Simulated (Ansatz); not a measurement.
```yaml
atoms:
  - { symbol: C, position_ang: [1.2334, -2.1244, 0.9589] }
  - { symbol: C, position_ang: [0.5517, -1.0497, 0.5025] }
  - { symbol: Ge, position_ang: [-0.3826, 0.6331, -0.2782] }
  - { symbol: H, position_ang: [-1.6050, 0.0462, -0.9534] }
  - { symbol: H, position_ang: [0.7896, 1.0012, -1.1814] }
  - { symbol: H, position_ang: [-0.5870, 1.4937, 0.9515] }
```

Theory: RHF/def2-TZVP in Ansatz.

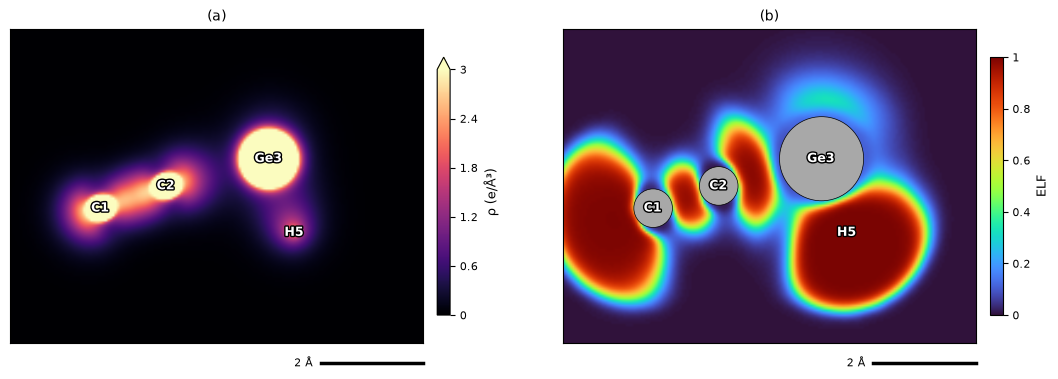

C2H3Ge (charge +1). (a) electron density; (b) ELF on the plane of atoms C2, Ge3 and H5. Grey discs cover the atomic cores in the ELF map.

Interpret the plot.

The section cuts through C, Ge and H sites.
C–C (1.35 Å): the density is about 2.6 e/Å³ at the midpoint; the ELF peaks at about 0.95 between the atoms: a covalent bond.
C–Ge (2.08 Å): ρ is about 0.63 e/Å³ halfway; the ELF peaks at about 1 in the valence shell of C, 0.7 Å from its nucleus, and is about 0.65 at the midpoint.
Ge–H (1.52 Å): the density is about 1.1 e/Å³ at the midpoint; the ELF climbs to about 1 towards the hydrogen.
The ELF also peaks beside C1, away from the bonds: lone-pair regions.
